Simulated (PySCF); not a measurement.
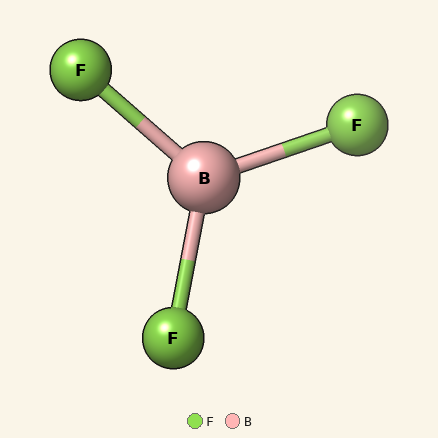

All atoms lie in one plane, which faces the viewer. The computed structure is the end point of a PBE0-D3(BJ)/def2-TZVP optimisation. No frequency run is at hand to confirm it as a minimum.

### List the symmetry elements and name the point group.

It has 1 C3 axis, 3 C2 axes, 1 S3 axis and 4 mirror planes, so the point group is D3h. The group has 12 operations. The geometry is achiral, and symmetry forbids a dipole moment.
